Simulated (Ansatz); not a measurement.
## Geometry relaxation of GaH3ClO2

The run: geometry relaxation of GaH3ClO2, multiplicity 2. Method and program: UKS PBE/def2-SVP (Ansatz 0.2.0).

The input holds or restrains some coordinates. It belongs to a series of runs on one base structure; here: pulled along the bonds that form and break, towards end A.

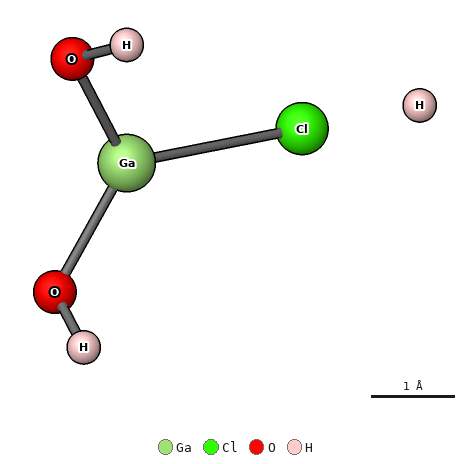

The starting structure (ball-and-stick view, seen at a tilt). Sticks mark near contacts.

**Input file**
```yaml
crystal:
  periodic: [false, false, false]
  atoms:
    - { symbol: Ga, position_ang: [0.0, 0.0, 0.0] }
    - { symbol: Cl, position_ang: [0.0, 0.0, 2.49] }
    - { symbol: O, position_ang: [1.5501, 0.0, -0.895] }
    - { symbol: H, position_ang: [1.85, -0.9519, -1.0499] }
    - { symbol: O, position_ang: [-1.5501, 0.0, -0.895] }
    - { symbol: H, position_ang: [-2.0598, -0.8467, -0.6865] }
    - { symbol: H, position_ang: [0.0, 0.0, 4.16] }
magnetization:
  spin_polarized: true
  initial_magnetization: 1
basis:
  gaussian: { orbitals: def2-SVP }
hamiltonian:
  xc: pbe
relax:
  f_tol: 0.15
  max_steps: 25
  restrain:
    - { distance: [1, 6], at: 2.57, k: 30.0 }
    - { distance: [0, 1], at: 2.24, k: 30.0 }
```

Run on 4 threads of Arm Neoverse V2, 24 GiB of memory available, shared host.

Launch command:
```bash
ansatz run input.yaml --threads 4 --pin off --max-ram 5120MiB --backend cpu --events-out ev --progress --plain --runs-dir out
```

**Log**
```
The last accepted step is kept in [file] (removed where the run ends without a failure and the disk answers)
Engine: ansatz 0.2.0, aarch64-unknown-linux-gnu
Functional definition: PBE
  parameter kappa = 0.804
  parameter beta = 0.06672455060314922
  exchange = pbe_x(kappa = kappa, mu = beta*pi^2/3)
  correlation = pbe_c(beta = beta)
1010 factors; their error is unknown
mean field evaluation 1: about -68998.9216 eV, gradient 6.1e1 eV
mean field evaluation 2: about -68827.6642 eV, gradient 1.7e2 eV
mean field evaluation 4: about -69008.6437 eV, gradient 2.3e1 eV
mean field evaluation 8: about -69012.0312 eV, gradient 6.2e-1 eV
mean field evaluation 16: about -69011.9913 eV, gradient 3.6e-4 eV
mean field -69011.99130875 eV, -2536.1439025887 hartree, gradient 2.4e-5 eV, S^2 0.758673; 0 other end points of the search recorded, 0 dependent functions left out
the calculation of the forces begins
reference -69011.99135456 eV, -2536.1439042723 hartree; 34, 33 occupied and 59, 60 virtual orbitals, 1010 factors
relax step   1: F+E_penalty+E_count = -69011.99130875 eV  Δ(F+E_penalty+E_count) = +0.000e0 eV  max|allowed force component| = 1.340e0 eV/Å  E_restraint = 13.08750000 eV  max|allowed force component, restraints' pulls added| = 3.410e1 eV/Å  Δτ_max = 0.0000 Å  (32 SCF iters, accepted)
  distance Cl 1 - H 6 = 1.6700 Å
  distance Ga 0 - Cl 1 = 2.4900 Å
these checks for a lower state are left out or cut short: starts, cluster_reference, orbital_swaps, neighbouring_geometries, increment
1010 factors; their error is unknown
mean field -69012.13256266 eV, -2536.1490935741 hartree, gradient 8.6e-5 eV, S^2 0.753504; 0 other end points of the search recorded, 0 dependent functions left out
the calculation of the forces begins
reference -69012.13260895 eV, -2536.1490952753 hartree; 34, 33 occupied and 59, 60 virtual orbitals, 1010 factors
relax step   2: F+E_penalty+E_count = -69012.13256266 eV  Δ(F+E_penalty+E_count) = -1.413e-1 eV  max|allowed force component| = 1.135e0 eV/Å  E_restraint = 4.08890520 eV  max|allowed force component, restraints' pulls added| = 1.808e1 eV/Å  Δτ_max = 0.1951 Å  (33 SCF iters, accepted)
  distance Cl 1 - H 6 = 2.0498 Å
  distance Ga 0 - Cl 1 = 2.2845 Å
these checks for a lower state are left out or cut short: starts, cluster_reference, orbital_swaps, neighbouring_geometries, increment
1010 factors; their error is unknown
mean field evaluation 32: about -69012.2903 eV, gradient 1.2e-5 eV
mean field -69012.29027175 eV, -2536.1548892764 hartree, gradient 1.2e-5 eV, S^2 0.750632; 0 other end points of the search recorded, 0 dependent functions left out
the calculation of the forces begins
reference -69012.29031831 eV, -2536.1548909873 hartree; 34, 33 occupied and 59, 60 virtual orbitals, 1010 factors
relax step   3: F+E_penalty+E_count = -69012.29027175 eV  Δ(F+E_penalty+E_count) = -1.577e-1 eV  max|allowed force component| = 2.756e-1 eV/Å  E_restraint = 0.52331365 eV  max|allowed force component, restraints' pulls added| = 5.191e0 eV/Å  Δτ_max = 0.1949 Å  (32 SCF iters, accepted)
  distance Cl 1 - H 6 = 2.4031 Å
  distance Ga 0 - Cl 1 = 2.1562 Å
these checks for a lower state are left out or cut short: starts, cluster_reference, orbital_swaps, neighbouring_geometries, increment
1010 factors; their error is unknown
mean field -69012.33183776 eV, -2536.1564167989 hartree, gradient 3.9e-5 eV, S^2 0.750372; 0 other end points of the search recorded, 0 dependent functions left out
the calculation of the forces begins
reference -69012.33188512 eV, -2536.1564185394 hartree; 34, 33 occupied and 59, 60 virtual orbitals, 1010 factors
relax step   4: F+E_penalty+E_count = -69012.33183776 eV  Δ(F+E_penalty+E_count) = -4.157e-2 eV  max|allowed force component| = 1.490e0 eV/Å  E_restraint = 0.00828538 eV  max|allowed force component, restraints' pulls added| = 1.490e0 eV/Å  Δτ_max = 0.1942 Å  (33 SCF iters, accepted)
  distance Cl 1 - H 6 = 2.5720 Å
  distance Ga 0 - Cl 1 = 2.2166 Å
these checks for a lower state are left out or cut short: starts, cluster_reference, orbital_swaps, neighbouring_geometries, increment
1010 factors; their error is unknown
mean field -69012.44737184 eV, -2536.1606625983 hartree, gradient 3.4e-5 eV, S^2 0.750370; 0 other end points of the search recorded, 0 dependent functions left out
the calculation of the forces begins
reference -69012.44741865 eV, -2536.1606643186 hartree; 34, 33 occupied and 59, 60 virtual orbitals, 1010 factors
relax step   5: F+E_penalty+E_count = -69012.44737184 eV  Δ(F+E_penalty+E_count) = -1.155e-1 eV  max|allowed force component| = 7.661e-1 eV/Å  E_restraint = 0.00695393 eV  max|allowed force component, restraints' pulls added| = 3.289e-1 eV/Å  Δτ_max = 0.1999 Å  (33 SCF iters, accepted)
  distance Cl 1 - H 6 = 2.5765 Å
  distance Ga 0 - Cl 1 = 2.2195 Å
these checks for a lower state are left out or cut short: starts, cluster_reference, orbital_swaps, neighbouring_geometries, increment
1010 factors; their error is unknown
mean field -69012.50831740 eV, -2536.1629023063 hartree, gradient 4.5e-5 eV, S^2 0.750361; 0 other end points of the search recorded, 0 dependent functions left out
the calculation of the forces begins
reference -69012.50836364 eV, -2536.1629040057 hartree; 34, 33 occupied and 59, 60 virtual orbitals, 1010 factors
relax step   6: F+E_penalty+E_count = -69012.50831740 eV  Δ(F+E_penalty+E_count) = -6.095e-2 eV  max|allowed force component| = 8.069e-1 eV/Å  E_restraint = 0.00892921 eV  max|allowed force component, restraints' pulls added| = 5.105e-1 eV/Å  Δτ_max = 0.1997 Å  (32 SCF iters, accepted)
  distance Cl 1 - H 6 = 2.5711 Å
  distance Ga 0 - Cl 1 = 2.2156 Å
these checks for a lower state are left out or cut short: starts, cluster_reference, orbital_swaps, neighbouring_geometries, increment
1010 factors; their error is unknown
mean field -69012.57556155 eV, -2536.1653734831 hartree, gradient 5.3e-5 eV, S^2 0.750357; 0 other end points of the search recorded, 0 dependent functions left out
the calculation of the forces begins
reference -69012.57560754 eV, -2536.1653751733 hartree; 34, 33 occupied and 59, 60 virtual orbitals, 1010 factors
relax step   7: F+E_penalty+E_count = -69012.57556155 eV  Δ(F+E_penalty+E_count) = -6.724e-2 eV  max|allowed force component| = 8.592e-1 eV/Å  E_restraint = 0.00731576 eV  max|allowed force component, restraints' pulls added| = 3.255e-1 eV/Å  Δτ_max = 0.1998 Å  (32 SCF iters, accepted)
  distance Cl 1 - H 6 = 2.5745 Å
  distance Ga 0 - Cl 1 = 2.2184 Å
these checks for a lower state are left out or cut short: starts, cluster_reference, orbital_swaps, neighbouring_geometries, increment
1010 factors; their error is unknown
mean field -69012.61288578 eV, -2536.1667451233 hartree, gradient 5.4e-5 eV, S^2 0.750373; 0 other end points of the search recorded, 0 dependent functions left out
the calculation of the forces begins
reference -69012.61293109 eV, -2536.1667467885 hartree; 34, 33 occupied and 59, 60 virtual orbitals, 1010 factors
relax step   8: F+E_penalty+E_count = -69012.61288578 eV  Δ(F+E_penalty+E_count) = -3.732e-2 eV  max|allowed force component| = 8.527e-1 eV/Å  E_restraint = 0.01148523 eV  max|allowed force component, restraints' pulls added| = 2.038e-1 eV/Å  Δτ_max = 0.1998 Å  (32 SCF iters, accepted)
  distance Cl 1 - H 6 = 2.5736 Å
  distance Ga 0 - Cl 1 = 2.2126 Å
these checks for a lower state are left out or cut short: starts, cluster_reference, orbital_swaps, neighbouring_geometries, increment
1010 factors; their error is unknown
mean field evaluation 64: about -69012.6625 eV, gradient 2.8e-2 eV
mean field -69012.61742648 eV, -2536.1669119910 hartree, gradient 6.6e-5 eV, S^2 0.750364; 0 other end points of the search recorded, 0 dependent functions left out
the calculation of the forces begins
reference -69012.61747185 eV, -2536.1669136582 hartree; 34, 33 occupied and 59, 60 virtual orbitals, 1010 factors
relax step   9: F+E_penalty+E_count = -69012.61742648 eV  Δ(F+E_penalty+E_count) = -4.541e-3 eV  max|allowed force component| = 8.387e-1 eV/Å  E_restraint = 0.01107269 eV  max|allowed force component, restraints' pulls added| = 5.419e-2 eV/Å  Δτ_max = 0.0388 Å  (27 SCF iters, accepted)
  distance Cl 1 - H 6 = 2.5735 Å
  distance Ga 0 - Cl 1 = 2.2131 Å
```

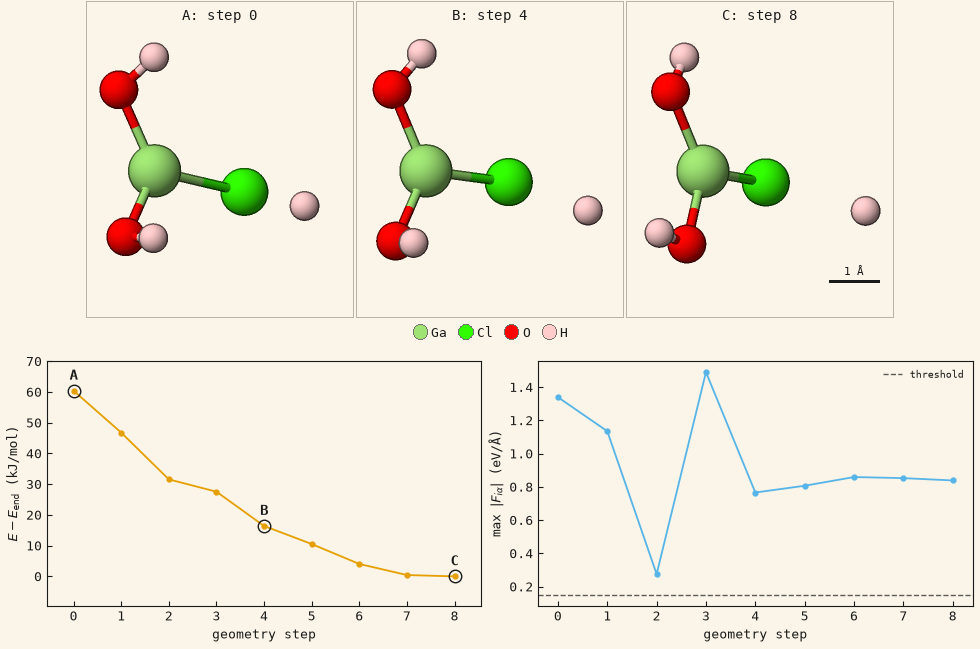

Frames of the restrained relaxation (ball-and-stick view, seen at a tilt) above the curves, on which the letters mark them (the first geometry is step 0 here and step 1 in the log).

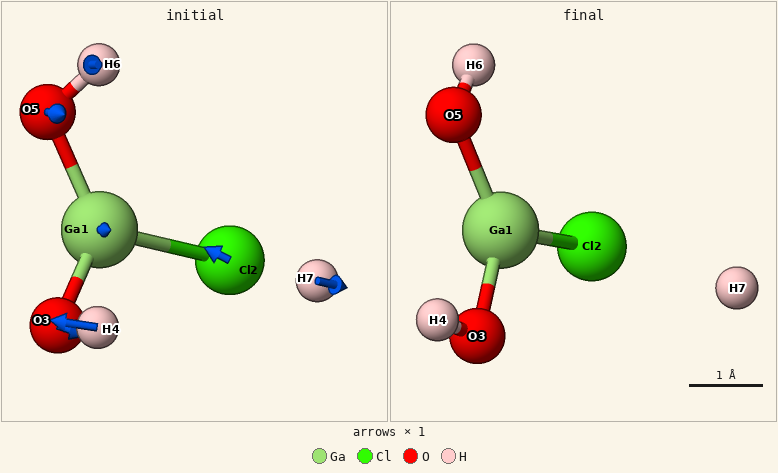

Before (left) and after (right) the restrained relaxation, at one scale (ball-and-stick view, seen at a tilt). The blue arrows give the displacements, at true length. H4 moves most after the best rigid fit: 0.69 Å. By element the largest moves are H 0.69 Å, O 0.56 Å, Cl 0.42 Å, Ga 0.24 Å. Distances before and after: Ga1–Cl2 2.490 → 2.213 Å, O3–H4 1.010 → 0.977 Å. Among the angles that change: Cl2–Ga1–O3 120.0° → 117.3°. After 8 geometry steps the energy has fallen by 60.4 kJ/mol. The largest force component goes from 1.3 to 0.84 eV/Å. (Atoms are counted from 1 in the order of the input.)

```
1010 factors; their error is unknown
mean field -69012.61742648 eV, -2536.1669119910 hartree, gradient 6.6e-5 eV, S^2 0.750364; 1 other end points of the search recorded, 0 dependent functions left out
the calculation of the forces begins
reference -69012.61747185 eV, -2536.1669136582 hartree; 34, 33 occupied and 59, 60 virtual orbitals, 1010 factors
Total energy: -69012.61747185 eV, -2536.1669136582 hartree
Atom 0 at     0.062643    -0.225732     0.013064 Å, force    -0.087975     0.135045     0.788353 eV/Å
Atom 1 at    -0.201566     0.194757     2.169687 Å, force     0.068790    -0.132914    -0.838703 eV/Å
Atom 2 at     1.735232    -0.286751    -0.611382 Å, force     0.001158    -0.006049    -0.046745 eV/Å
Atom 3 at     1.727566    -0.493679    -1.566190 Å, force     0.015392     0.005682     0.004991 eV/Å
Atom 4 at    -1.347792    -0.518753    -1.054780 Å, force     0.001462     0.003445    -0.008887 eV/Å
Atom 5 at    -2.183330    -0.456816    -0.554000 Å, force    -0.005739     0.001297     0.000028 eV/Å
Atom 6 at    -0.002553    -0.011627     4.727201 Å, force     0.006913    -0.006506     0.100965 eV/Å
Dipole moment:    -0.243037    -0.073936    -0.332432 e Å
```

**Trajectory as extended XYZ (Å, eV, eV/Å), 9 frames, from step=1 to step=9**
```
7
Properties=species:S:1:pos:R:3:forces:R:3 step=1 energy=-69011.99131
Ga    0.0000    0.0000    0.0000    0.0486  -0.1590   1.0144
Cl    0.0000    0.0000    2.4900   -0.0075   0.0136   0.4039
O     1.5501    0.0000   -0.8950    0.9167  -1.2229  -0.4469
H     1.8500   -0.9519   -1.0499   -0.3573   1.3396   0.2164
O    -1.5501    0.0000   -0.8950   -1.1522  -1.2562  -0.0805
H    -2.0598   -0.8467   -0.6865    0.5497   1.2890  -0.1778
H     0.0000    0.0000    4.1600    0.0021  -0.0040  -0.9295
7
Properties=species:S:1:pos:R:3:forces:R:3 step=2 energy=-69012.13256
Ga    0.0005   -0.0028    0.0104    0.0289  -0.2295   0.8237
Cl   -0.0001    0.0002    2.2949   -0.0060   0.0281  -1.1352
O     1.5549   -0.0061   -0.8962    0.2896  -0.6392  -0.0571
H     1.8486   -0.9438   -1.0486   -0.1951   0.7850   0.1207
O    -1.5550   -0.0077   -0.8956   -0.3574  -0.7077   0.0823
H    -2.0587   -0.8384   -0.6861    0.2394   0.7643  -0.0403
H     0.0000   -0.0001    4.3447    0.0006  -0.0010   0.2059
7
Properties=species:S:1:pos:R:3:forces:R:3 step=3 energy=-69012.29027
Ga    0.0006   -0.0101   -0.0196    0.0050  -0.1994  -0.0338
Cl   -0.0003    0.0012    2.1365   -0.0055   0.0353   0.0107
O     1.5623   -0.0098   -0.8996    0.1664  -0.1139  -0.0654
H     1.8482   -0.9359   -1.0482    0.0113   0.2326  -0.0117
O    -1.5612   -0.0143   -0.9014   -0.1116  -0.2304  -0.1516
H    -2.0595   -0.8296   -0.6837   -0.0659   0.2756   0.0677
H     0.0001    0.0000    4.5396    0.0002   0.0001   0.1840
7
Properties=species:S:1:pos:R:3:forces:R:3 step=4 energy=-69012.33184
Ga    0.0047   -0.1224   -0.0830    0.1636   0.1804   0.6083
Cl   -0.0138   -0.0426    2.1320   -0.0614  -0.0940  -0.7380
O     1.5995    0.0153   -0.9075   -0.0718  -0.2073   0.0269
H     1.9380   -0.8809   -1.1127    0.0145   0.1925  -0.0252
O    -1.5302   -0.0764   -1.0170   -1.2037  -1.4901   0.7654
H    -2.1969   -0.7284   -0.5910    1.1584   1.4142  -0.7330
H    -0.0111    0.0368    4.7028    0.0003   0.0043   0.0956
7
Properties=species:S:1:pos:R:3:forces:R:3 step=5 energy=-69012.44737
Ga    0.0451   -0.1144   -0.0766   -0.2302  -0.3143   0.6931
Cl   -0.0893   -0.2277    2.1359    0.0508   0.0746  -0.7661
O     1.6354    0.0292   -0.8822    0.0968   0.0710   0.0050
H     1.9538   -0.8289   -1.2238   -0.0818   0.0774  -0.0098
O    -1.4831   -0.2051   -1.0138   -0.1658  -0.1889   0.0325
H    -2.2326   -0.5848   -0.5025    0.3289   0.2683  -0.0505
H    -0.0391    0.1330    4.6866    0.0013   0.0120   0.0957
7
Properties=species:S:1:pos:R:3:forces:R:3 step=6 energy=-69012.50832
Ga    0.0509   -0.2010   -0.0413   -0.1059   0.0563   0.6007
Cl   -0.1740   -0.1703    2.1627    0.0422   0.0208  -0.8069
O     1.6701    0.0172   -0.7762    0.1315  -0.5105  -0.1611
H     1.8489   -0.7494   -1.3709   -0.0436   0.4571   0.1382
O    -1.4080   -0.3777   -1.0804   -0.1227  -0.0161   0.3787
H    -2.1846   -0.4433   -0.4819    0.0933  -0.0184  -0.2478
H    -0.0131    0.1260    4.7116    0.0050   0.0108   0.0982
7
Properties=species:S:1:pos:R:3:forces:R:3 step=7 energy=-69012.57556
Ga    0.0720   -0.2005   -0.0161   -0.0695   0.1394   0.8054
Cl   -0.2359    0.0195    2.1698    0.1276  -0.0498  -0.8592
O     1.7319   -0.1170   -0.6858   -0.0751  -0.3255  -0.1804
H     1.7593   -0.6575   -1.5073    0.0373   0.2828   0.1682
O    -1.3680   -0.4097   -1.0645    0.0392  -0.0555  -0.0180
H    -2.1647   -0.4868   -0.5063   -0.0668   0.0065  -0.0147
H    -0.0044    0.0534    4.7337    0.0074   0.0020   0.0986
7
Properties=species:S:1:pos:R:3:forces:R:3 step=8 energy=-69012.61289
Ga    0.0649   -0.1878    0.0212    0.0492  -0.0197   0.6217
Cl   -0.2190    0.2185    2.1775    0.0933  -0.0916  -0.8527
O     1.7413   -0.2825   -0.6200   -0.2038  -0.0022  -0.1102
H     1.7146   -0.5158   -1.5729    0.0021   0.0586   0.1951
O    -1.3346   -0.5464   -1.0488   -0.0502   0.0844   0.1047
H    -2.1787   -0.4508   -0.5627    0.1020  -0.0211  -0.0583
H     0.0017   -0.0337    4.7292    0.0073  -0.0084   0.0996
7
Properties=species:S:1:pos:R:3:forces:R:3 step=9 energy=-69012.61743
Ga    0.0626   -0.2257    0.0131   -0.0880   0.1350   0.7884
Cl   -0.2016    0.1948    2.1697    0.0688  -0.1329  -0.8387
O     1.7352   -0.2868   -0.6114    0.0012  -0.0060  -0.0467
H     1.7276   -0.4937   -1.5662    0.0154   0.0057   0.0050
O    -1.3478   -0.5188   -1.0548    0.0015   0.0034  -0.0089
H    -2.1833   -0.4568   -0.5540   -0.0057   0.0013   0.0000
H    -0.0026   -0.0116    4.7272    0.0069  -0.0065   0.1010
```

**Key numbers**

```tsv
quantity	value
outcome	converged under the restraints of the input
total energy	−69012.6175 eV
mean-field energy	−69012.6175 eV
⟨S²⟩	0.750
largest force (length of the vector) at the end, held atoms and coordinates included	0.852 eV/Å
wall time	12 s (CPU time 45 s)
peak memory	0.17 GiB
```
